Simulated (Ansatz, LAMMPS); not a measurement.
# Glassy 83P2O5-17Al2O3 (mol %) (80 atoms): where an added charge goes, part 3 of 5

Does an extra electron or hole in glassy 83P2O5-17Al2O3 (mol %) (80 atoms) stay spread out, or do the atoms trap it?

Ansatz 0.2.0; Kohn-Sham DFT, PBE, PAW (set soft_1), plane waves.

The cell: 20 P, 4 Al and 56 O. The quench rate of 6 K/ps is many orders above laboratory rates. The starting topology of bonds comes from the classical model. Only the Γ point is sampled, in a cell whose shortest periodic width is 10 Å.

So far. Step 3 (Relaxation): The relaxation converged after 29 steps, 11.1 eV below its start, with a largest force component of 0.039 eV/Å. Step 5 (An extra electron, atoms held): An extra electron, atoms held: the energy stands 6.90 eV above that of the reference, with a moment of 0.97 μB.

## (6) An extra electron, atoms relaxed

The atoms now respond to the charge; the energy gained comes from screening by the atoms, from trapping if the charge localises, and from any strain left in the reference.

The input, input.yaml:

```yaml
crystal:
  lattice:
    - [10.19896, 0.0, 0.0]
    - [0.0, 10.19896, 0.0]
    - [0.0, 0.0, 10.19896]
  atoms:
    [... the 80 atom lines of step 4 ...]
total_charge: -1
kpoints:
  mp_grid: { grid: [1, 1, 1] }
hamiltonian:
  xc: pbe
  pseudopotentials: { kind: paw, azcp: { folder: soft_1 } }
scf:
  occupations: { method: fermi_dirac, width: 0.01 }
  lower_state_search: "off"
output:
  forces: true
magnetization:
  spin_polarized: true
  initial_magnetization: 1
relax:
  f_tol: 0.05
  max_steps: 90
```

Run with:

```console
$ ansatz run input.yaml --threads 4 --pin off --max-ram 8192MiB --backend cpu --events-out ev --progress --plain --runs-dir out
```

Numbers of over 12 decimals in the logs are rounded to 6 here.

The program printed:

```text
[...]
Crystal: 80 atoms, lattice volume = 1060.883 Å³
Basis set: ecut = 420 eV, 20719 PW (Γ), exchange–correlation on 144×144×144 points (8 copies of the dense FFT grid, shifted against one another)
Bands: 305, of which v1, the nominal top of the filled ones, is band 225 counted from 1 (224 counted from 0)
Symmetry: 1 space group operations
[...]
k-points: 1
[...]
Starting moments: Σ|m| = 1 μB on 80 of 80 sites
[...]
SCF iter   1: F=—  HF=-49102.102703 eV  |F-HF|=—  |Δ(HF+E_count)|=         —  Δρ=6.18e-2 (↑6.09e-2 ↓6.18e-2)  dr2=1.44e2  dr2_m=6.75e-3  M=1.000 μB ∫|m|=1.003 μB  β_m=1.00  ethr=3.10e-3  ⟨swp⟩=8.0  Hψ=3180  notcnv=0  defer=66
[...]
SCF iter  13: F=-49062.513123 eV  HF=-49062.513124 eV  |F-HF|=2.29e-7  |Δ(HF+E_count)|=   6.02e-7  Δρ=6.58e-6 (↑6.10e-6 ↓6.58e-6)  dr2=1.25e-6  dr2_m=1.43e-7  M=0.975 μB ∫|m|=1.041 μB  ethr=8.81e-10  ⟨swp⟩=1.0  Hψ=1467  notcnv=0
SCF 1 converged in 13 iterations: F = -49062.513123 eV  dr2 = 1.25e-6
[...]
relax step   1: F+E_penalty+E_count = -49062.51312337 eV  Δ(F+E_penalty+E_count) = +0.000e0 eV  max|allowed force component| = 4.995e-1 eV/Å  Δτ_max = 0.0000 Å  (13 SCF iters, dr2 threshold 6.25e-5 eV, accepted)
[... from here on, the SCF cycles and remarks between the steps are left out ...]
relax step   2: F+E_penalty+E_count = -49062.56551137 eV  Δ(F+E_penalty+E_count) = -5.239e-2 eV  max|allowed force component| = 3.728e-1 eV/Å  Δτ_max = 0.0263 Å  (6 SCF iters, dr2 threshold 1.56e-5 eV, accepted)
relax step   3: F+E_penalty+E_count = -49062.61920606 eV  Δ(F+E_penalty+E_count) = -5.369e-2 eV  max|allowed force component| = 2.239e-1 eV/Å  Δτ_max = 0.0415 Å  (7 SCF iters, dr2 threshold 8.68e-6 eV, accepted)
relax step   4: F+E_penalty+E_count = -49062.58878859 eV  Δ(F+E_penalty+E_count) = +3.042e-2 eV  max|allowed force component| = 1.147e0 eV/Å  Δτ_max = 0.0982 Å  (7 SCF iters, dr2 threshold 1.81e-5 eV, rejected (line search))
relax step   5: F+E_penalty+E_count = -49062.65581359 eV  Δ(F+E_penalty+E_count) = -3.661e-2 eV  max|allowed force component| = 1.247e-1 eV/Å  Δτ_max = 0.0476 Å  (9 SCF iters, accepted)
relax step   6: F+E_penalty+E_count = -49062.67036827 eV  Δ(F+E_penalty+E_count) = -1.455e-2 eV  max|allowed force component| = 2.290e-1 eV/Å  Δτ_max = 0.1000 Å  (8 SCF iters, dr2 threshold 4.83e-6 eV, accepted)
relax step   7: F+E_penalty+E_count = -49062.62044741 eV  Δ(F+E_penalty+E_count) = +4.992e-2 eV  max|allowed force component| = 3.662e-1 eV/Å  Δτ_max = 0.1500 Å  (9 SCF iters, dr2 threshold 1.63e-5 eV, rejected (line search))
relax step   8: F+E_penalty+E_count = -49062.68861515 eV  Δ(F+E_penalty+E_count) = -1.825e-2 eV  max|allowed force component| = 1.933e-1 eV/Å  Δτ_max = 0.0570 Å  (10 SCF iters, accepted)
relax step   9: F+E_penalty+E_count = -49062.72518294 eV  Δ(F+E_penalty+E_count) = -3.657e-2 eV  max|allowed force component| = 5.762e-1 eV/Å  Δτ_max = 0.0730 Å  (8 SCF iters, dr2 threshold 2.66e-5 eV, accepted)
relax step  10: F+E_penalty+E_count = -49062.86519103 eV  Δ(F+E_penalty+E_count) = -1.400e-1 eV  max|allowed force component| = 1.033e0 eV/Å  Δτ_max = 0.1096 Å  (6 SCF iters, dr2 threshold 1.00e-4 eV, accepted)
relax step  11: F+E_penalty+E_count = -49062.97595508 eV  Δ(F+E_penalty+E_count) = -1.108e-1 eV  max|allowed force component| = 7.148e-1 eV/Å  Δτ_max = 0.1640 Å  (6 SCF iters, dr2 threshold 1.00e-4 eV, accepted)
relax step  12: F+E_penalty+E_count = -49062.80101630 eV  Δ(F+E_penalty+E_count) = +1.749e-1 eV  max|allowed force component| = 2.189e0 eV/Å  Δτ_max = 0.1965 Å  (7 SCF iters, dr2 threshold 1.00e-4 eV, rejected (line search))
relax step  13: F+E_penalty+E_count = -49063.22484102 eV  Δ(F+E_penalty+E_count) = -2.489e-1 eV  max|allowed force component| = 3.912e-1 eV/Å  Δτ_max = 0.0982 Å  (10 SCF iters, accepted)
relax step  14: F+E_penalty+E_count = -49063.26231197 eV  Δ(F+E_penalty+E_count) = -3.747e-2 eV  max|allowed force component| = 3.499e-1 eV/Å  Δτ_max = 0.0533 Å  (6 SCF iters, dr2 threshold 4.58e-5 eV, accepted)
relax step  15: F+E_penalty+E_count = -49063.20389057 eV  Δ(F+E_penalty+E_count) = +5.842e-2 eV  max|allowed force component| = 7.019e-1 eV/Å  Δτ_max = 0.1500 Å  (7 SCF iters, dr2 threshold 3.67e-5 eV, rejected (line search))
relax step  16: F+E_penalty+E_count = -49063.31986815 eV  Δ(F+E_penalty+E_count) = -5.756e-2 eV  max|allowed force component| = 1.331e-1 eV/Å  Δτ_max = 0.0665 Å  (9 SCF iters, accepted)
relax step  17: F+E_penalty+E_count = -49063.32604660 eV  Δ(F+E_penalty+E_count) = -6.178e-3 eV  max|allowed force component| = 2.966e-1 eV/Å  Δτ_max = 0.0750 Å  (8 SCF iters, dr2 threshold 2.56e-6 eV, accepted)
relax step  18: F+E_penalty+E_count = -49063.32459689 eV  Δ(F+E_penalty+E_count) = +1.450e-3 eV  max|allowed force component| = 2.023e-1 eV/Å  Δτ_max = 0.1125 Å  (7 SCF iters, dr2 threshold 1.27e-5 eV, rejected (line search))
relax step  19: F+E_penalty+E_count = -49063.34728922 eV  Δ(F+E_penalty+E_count) = -2.124e-2 eV  max|allowed force component| = 6.307e-2 eV/Å  Δτ_max = 0.0480 Å  (9 SCF iters, accepted)
relax step  20: F+E_penalty+E_count = -49063.34939284 eV  Δ(F+E_penalty+E_count) = -2.104e-3 eV  max|allowed force component| = 4.516e-2 eV/Å  Δτ_max = 0.0155 Å  (8 SCF iters, accepted)
SCF converged after 8 iterations
Magnetization: 1.0000 μB (225.0000 up, 224.0000 down)
Absolute magnetization: 1.0578 μB (∫|ρ↑−ρ↓|, with the PAW one-centre terms)
[...]
Per-site moments (μB) at R_I (Å): [(-1.9848295529303544e-5, 0.611506), (9.905659600184948e-7, 0.599887), (0.000122335, 0.597986), (0.010552, 0.619517), (0.000100758, 0.601122), [...]
Free energy (F): -49063.349393 eV
[...]
Internal energy: -49063.349393 eV  (E = F + TS)
E sigma→0 (E₀):  -49063.349393 eV
Fermi energy:    5.314093 eV
[...]
--- Forces (eV/Å), atoms counted from 1 ---
  atom   1  P      0.00865188     0.00830526     0.00243672
  atom   2  P     -0.01938022    -0.02252760    -0.02841149
  atom   3  P      0.01847122    -0.00096206    -0.00086477
  atom   4  P     -0.02020818    -0.00884637    -0.03226568
  atom   5  P      0.00584302     0.01244371    -0.01945931
  atom   6  P      0.00275125     0.04515677     0.01950927
  atom   7  P     -0.00333342     0.03453529    -0.03472780
  atom   8  P     -0.00906698     0.03717454     0.01573986
  atom   9  P      0.00332865     0.00096628    -0.00660945
  atom  10  P     -0.01777248    -0.00084758     0.01830604
  atom  11  P      0.02050635    -0.00924542    -0.00979554
  atom  12  P     -0.02306377    -0.01631786    -0.00295972
  atom  13  P     -0.01528651     0.00907495     0.00812713
  atom  14  P     -0.00429752    -0.01242235     0.01182062
[...]
atom  79  O     -0.01815285    -0.00305505     0.01846229
  atom  80  O     -0.02058426     0.02994597     0.01819354
  max |Σ_I F_I| component: 9.22e-5 eV/Å
--- Relaxed structure (20 steps of the walk, 15 accepted, 0 SCFs on fresh bases) ---
  F+E_penalty+E_count = -49063.34939284 eV   max|allowed force component| = 4.516e-2 eV/Å
  atoms:
    - { symbol: P, position: [0.412159, 0.937600, 0.883204] }
    - { symbol: P, position: [0.158154, 0.868240, 0.011756] }
    - { symbol: P, position: [0.048431, 0.020214, 0.680740] }
    - { symbol: P, position: [0.742787, 0.692879, 0.202717] }
[...]
- { symbol: O, position: [0.286420, 0.206945, 0.640466] }
```

Wall time 1.8 min (4 threads of AMD EPYC 9R45, shared host); peak memory 1.9 GiB; 7.1 min of CPU time.

The relaxation converged after 20 steps, 0.836 eV below its start, with a largest force component of 0.045 eV/Å.

An extra electron, atoms relaxed: the energy stands 6.07 eV above that of the reference, with a moment of 1.00 μB.

## (7) An extra electron, levels at the relaxed geometry

A single point at the new geometry gives levels and spin density.

input.yaml, the sections that differ from step 6:

```yaml
crystal:
  lattice:
    - [10.19896, 0.0, 0.0]
    - [0.0, 10.19896, 0.0]
    - [0.0, 0.0, 10.19896]
  atoms:
    - { symbol: P, position: [0.41216, 0.9376, 0.8832] }
    - { symbol: P, position: [0.15815, 0.86824, 0.01176] }
    - { symbol: P, position: [0.04843, 0.02021, 0.68074] }
    - { symbol: P, position: [0.74279, 0.69288, 0.20272] }
    - { symbol: P, position: [0.17793, 0.23523, 0.53359] }
    - { symbol: P, position: [0.60231, 0.17569, 0.24795] }
    [... 68 atom lines left out ...]
    - { symbol: O, position: [0.2978, 0.45754, 0.93047] }
    - { symbol: O, position: [0.82508, 0.39338, 0.04901] }
    - { symbol: O, position: [0.67356, 0.95029, 0.47193] }
    - { symbol: O, position: [0.37009, 0.82007, 0.79757] }
    - { symbol: O, position: [0.70137, 0.79164, 0.10164] }
    - { symbol: O, position: [0.28642, 0.20694, 0.64047] }
output:
  forces: true
  stress: true
  populations: true
  dos:
    method: { smearing: { sigma: 0.08 } }
    de: 0.1
    projected: { site_lists: { Al: [Al], O: [O], P: [P] } }
  eigenvalues: true
  write_density: true
  write_potential: true
  volumetric_format: npy
# total_charge, kpoints, hamiltonian, scf, magnetization: as in step 6
# relax: removed
```

The program printed:

```text
[...]
Crystal: 80 atoms, lattice volume = 1060.883 Å³
Basis set: ecut = 420 eV, 20719 PW (Γ), exchange–correlation on 144×144×144 points (8 copies of the dense FFT grid, shifted against one another)
Bands: 305, of which v1, the nominal top of the filled ones, is band 225 counted from 1 (224 counted from 0)
Symmetry: 1 space group operations
[...]
k-points: 1
[...]
Starting moments: Σ|m| = 1 μB on 80 of 80 sites
[...]
SCF iter   1: F=—  HF=-49102.389150 eV  |F-HF|=—  |Δ(HF+E_count)|=         —  Δρ=6.16e-2 (↑6.10e-2 ↓6.16e-2)  dr2=1.43e2  dr2_m=2.38e-1  M=1.000 μB ∫|m|=1.038 μB  β_m=1.00  ethr=3.10e-3  ⟨swp⟩=8.0  Hψ=3178  notcnv=0  defer=63
[...]
SCF iter  15: F=-49063.349383 eV  HF=-49063.349383 eV  |F-HF|=1.22e-8  |Δ(HF+E_count)|=   5.03e-9  Δρ=7.24e-7 (↑7.24e-7 ↓7.20e-7)  dr2=1.62e-8  dr2_m=5.02e-10  M=1.000 μB ∫|m|=1.055 μB  ethr=8.76e-12  ⟨swp⟩=10.0  Hψ=4425  notcnv=0
SCF 1 converged in 15 iterations: F = -49063.349383 eV  dr2 = 1.62e-8
[...]
SCF converged after 15 iterations
Magnetization: 1.0000 μB (225.0000 up, 224.0000 down)
Absolute magnetization: 1.0579 μB (∫|ρ↑−ρ↓|, with the PAW one-centre terms)
[...]
Per-site moments (μB) at R_I (Å): [(-1.9858376110809088e-5, 0.611512), (9.463918812083614e-7, 0.599910), (0.000122253, 0.597973), (0.010550, 0.619545), (0.000100684, 0.601119), [...]
Free energy (F): -49063.349383 eV
[...]
Internal energy: -49063.349383 eV  (E = F + TS)
E sigma→0 (E₀):  -49063.349383 eV
Fermi energy:    5.313567 eV
[...]
--- Forces (eV/Å), atoms counted from 1 ---
  atom   1  P      0.00775118     0.00791354     0.00509767
  atom   2  P     -0.01830444    -0.02428342    -0.03290202
  atom   3  P      0.01690197     0.00124006    -0.00123161
  atom   4  P     -0.02238806    -0.00737162    -0.03786474
  atom   5  P      0.00642438     0.01171875    -0.01877519
  atom   6  P      0.00172234     0.03986491     0.01689600
  atom   7  P     -0.00136098     0.03523149    -0.03678910
  atom   8  P     -0.00960048     0.04032760     0.01450572
  atom   9  P      0.00352095     0.00155753    -0.00385889
  atom  10  P     -0.01701168    -0.00097451     0.01839619
  atom  11  P      0.02446123    -0.00886143    -0.01387446
  atom  12  P     -0.01895753    -0.01802716    -0.00604184
  atom  13  P     -0.01050914     0.00691598     0.00473669
  atom  14  P     -0.00607170    -0.01202349     0.01149852
[...]
atom  79  O     -0.01750440    -0.00577655     0.02093167
  atom  80  O     -0.02228246     0.03019846     0.01675875
  max |Σ_I F_I| component: 6.51e-5 eV/Å
--- Stress (GPa, compression-positive) ---
        1.325839      -0.652417       1.323424
       -0.652419      -1.347066       0.978906
        1.323423       0.978906       2.209461
  P = ⅓ Tr σ = 0.7294 GPa (7.294 kbar)
--- Band table (eV) ---
[...]
--- Löwdin populations: 80 sites ---
  site symbol       q [e]    m [muB]
     0      P      2.8231     0.0000
     1      P      2.9046     0.0001
     2      P      2.8893     0.0005
[...]
79      O      6.6895     0.0001
  spilling = 0.017151 (of n_electrons = 449.000000)
```

Wall time 14 s (4 threads); peak memory 2 GiB.

An extra electron, levels at the relaxed geometry: the energy stands 6.07 eV above that of the reference, with a moment of 1.00 μB.

Local excerpt of 12 atoms (numbers count through the whole input) about P8, which holds the most spin; x, y, z are measured from there.

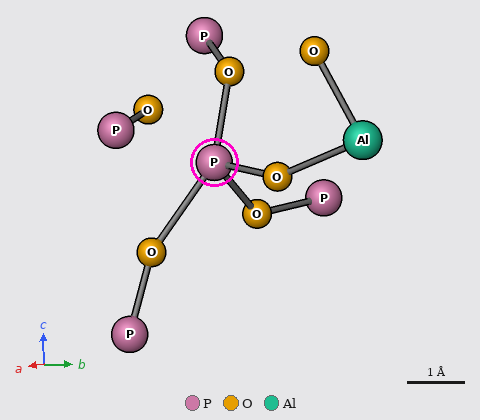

The atoms of the table, within 3.4 Å (arrows a, b, c point along x, y, z); some may hide others; the central atom is ringed.

```csv
atom,x,y,z,distance (Å),Löwdin charge (e),moment (μB)
P8,0.00,0.00,0.00,0.00,1.68,0.14
O77,0.48,1.44,-0.21,1.54,-0.75,0.02
O36,-0.78,-0.02,1.55,1.74,-0.68,0.10
O68,-1.45,0.14,-1.01,1.77,-0.69,0.04
O47,0.77,-0.91,-1.54,1.95,-0.73,0.08
O55,1.60,-0.52,1.04,1.98,-0.70,0.06
P9,-1.89,-1.00,2.11,3.00,2.09,0.00
P13,-2.83,0.80,-0.82,3.05,2.08,0.00
P11,3.08,-0.47,0.78,3.21,2.13,0.00
Al23,0.64,3.19,0.45,3.28,1.33,0.00
O46,0.92,2.42,2.04,3.30,-0.78,0.00
P4,1.19,-1.18,-2.96,3.40,2.12,0.01
```

The distance from P8 to O47 changes most, from 1.65 Å in the neutral cell to 1.95 Å.

The levels nearest the highest filled one (over half full), pooled over k-points and spins:

```csv
level less the highest filled one (eV),occupation
-1.88,1
-1.60,1
-1.59,1
0,1
1.23,0
2.41,0
2.47,0
3.18,0
```

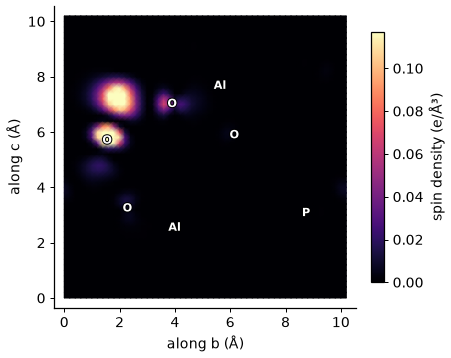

Spin density in the bc plane at fractional x = 0.689, with atoms of P and Al and O within 0.2 Å of it. The map starts off the cell's origin, so that atoms lie inside it.

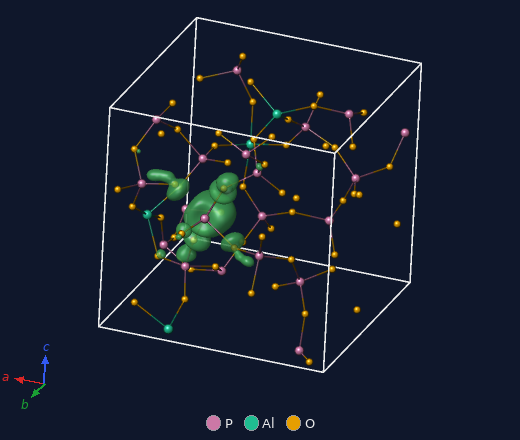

Surface of spin density = 0.029 e/Å³, which holds about 70 % of the integral of its size. Bonds to atoms that aren't drawn are left out.

## (8) Neutral at the geometry of the electron

The neutral cell at the new geometry gives the energy of that geometry without the charge.

input.yaml, the sections that differ from step 7:

```yaml
crystal:
  lattice:
    - [10.19896, 0.0, 0.0]
    - [0.0, 10.19896, 0.0]
    - [0.0, 0.0, 10.19896]
  atoms:
    [... the 80 atom lines of step 7 ...]
scf:
  occupations: { method: fermi_dirac, width: 0.05 }
output:
  forces: true
  stress: true
  populations: true
  dos:
    method: { smearing: { sigma: 0.08 } }
    de: 0.1
    projected: { site_lists: { Al: [Al], O: [O], P: [P] } }
  eigenvalues: true
# kpoints, hamiltonian: as in step 7
# total_charge: removed
# magnetization: removed
```

The program printed:

```text
[...]
Crystal: 80 atoms, lattice volume = 1060.883 Å³
Basis set: ecut = 420 eV, 20719 PW (Γ), exchange–correlation on 144×144×144 points (8 copies of the dense FFT grid, shifted against one another)
Bands: 304, of which v1, the nominal top of the filled ones, is band 224 counted from 1 (223 counted from 0)
Symmetry: 1 space group operations
[...]
k-points: 1
[...]
SCF iter   1: F=—  HF=-49110.277805 eV  |F-HF|=—  |Δ(HF+E_count)|=         —  Δρ=1.27e-1  dr2=1.55e2  ethr=3.10e-3  ⟨swp⟩=6.0  Hψ=1468  notcnv=0  defer=72
[...]
SCF iter  12: F=—  HF=-49067.300431 eV  |F-HF|=—  |Δ(HF+E_count)|=   1.37e-7  Δρ=4.57e-6  dr2=1.91e-7  ethr=3.54e-10  ⟨swp⟩=3.0  Hψ=507  notcnv=0  defer=73
SCF iter  13: F=-49067.300431 eV  HF=-49067.300431 eV  |F-HF|=1.43e-8  |Δ(HF+E_count)|=   3.98e-8  Δρ=1.65e-6  dr2=2.92e-8  ethr=2.23e-11  ⟨swp⟩=20.0  Hψ=2370  notcnv=0
SCF 1 converged in 13 iterations: F = -49067.300431 eV  dr2 = 2.92e-8
[...]
SCF converged after 13 iterations
Free energy (F): -49067.300431 eV
[...]
Internal energy: -49067.294844 eV  (E = F + TS)
E sigma→0 (E₀):  -49067.297638 eV
Entropy (-TS):   -0.005587 eV (-0.070 meV/atom)
Fermi energy:    3.117256 eV
[...]
Σ components = -49067.300431   (vs F -49067.300431, Δ=0.00e0)
--- Forces (eV/Å), atoms counted from 1 ---
  atom   1  P     -0.06957184     0.69896723     0.53788344
  atom   2  P     -0.16052070     0.07705251    -0.03643723
  atom   3  P      0.22868897     0.53742362     0.29049818
  atom   4  P      0.04618470    -0.72104743    -2.06663321
[...]
atom  80  O      0.05177598    -0.02578471     0.03239682
  max |Σ_I F_I| component: 4.78e-5 eV/Å
--- Stress (GPa, compression-positive) ---
        0.483060      -0.134987       1.222810
       -0.134990      -1.515168       0.866662
        1.222808       0.866662       0.785246
  P = ⅓ Tr σ = -0.0823 GPa (-0.823 kbar)
--- Band table (eV) ---
[...]
--- Löwdin populations: 80 sites ---
  site symbol       q [e]
     0      P      2.8198
     1      P      2.9004
     2      P      2.8848
[...]
79      O      6.6864
  spilling = 0.017135 (of n_electrons = 448.000000)
```

Elapsed: 6.6 s, on 4 threads; peak memory 1.3 GiB.

Neutral at the geometry of the electron: the energy stands 2.12 eV above that of the reference.

[end of part 3 of 5]

[Logs are printed without paths, hosts, clocks, repeated set-up lines and the standing remarks that a program may print on its own settings, such as how far it seeks lower states.]

[Hosts, paths, dates, database ids (printed as entryN), source tags and the programs' standing remarks are cut or masked in the printed files.]
